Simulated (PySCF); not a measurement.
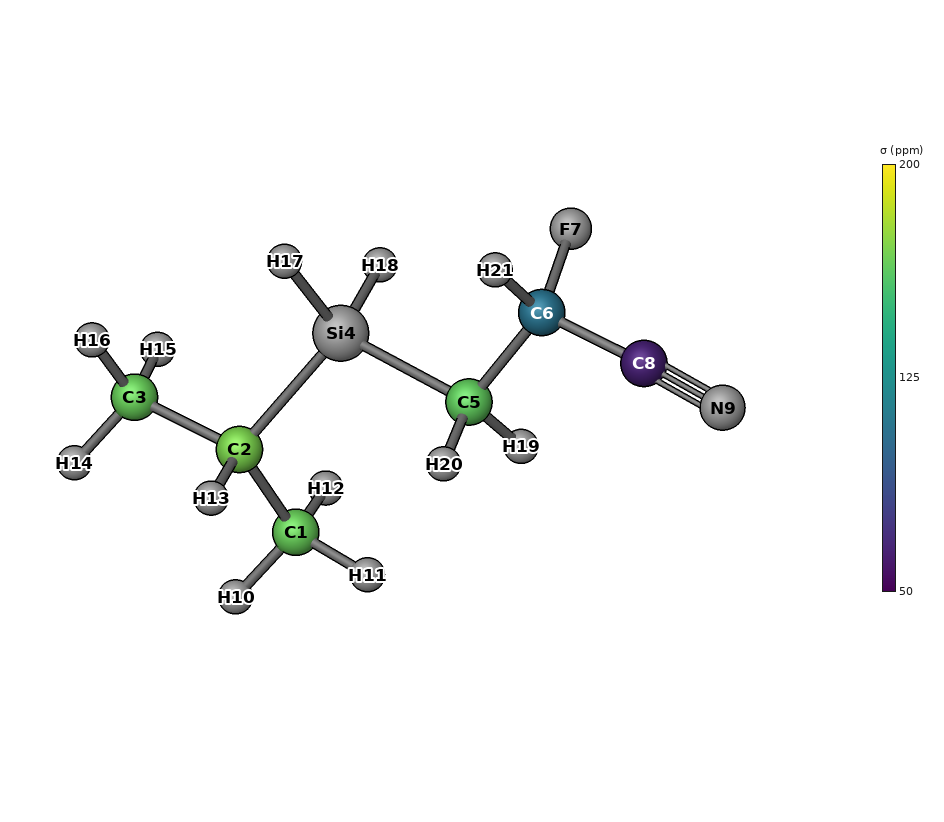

Atoms are coloured by their isotropic NMR shieldings (C only, the others grey). The computed structure is the end point of a GFN2-xTB optimisation. No frequency run is at hand to confirm it as a minimum. Properties computed with GIAO PBE0/pcSseg-1 NMR shielding, non-relativistic, gas phase (PySCF 2.14.0).

List the isotropic NMR shieldings of the C atoms.

```json
{"atom": "C1", "σ (ppm)": "165.9"}
{"atom": "C2", "σ (ppm)": "170.4"}
{"atom": "C3", "σ (ppm)": "165.7"}
{"atom": "C5", "σ (ppm)": "164.1"}
{"atom": "C6", "σ (ppm)": "107.0"}
{"atom": "C8", "σ (ppm)": "64.1"}
```

The geometry is semi-empirical. Around Si such bond lengths and angles can be off by a tenth of an ångström or more and by several degrees, and values that hang on the shape move with them.
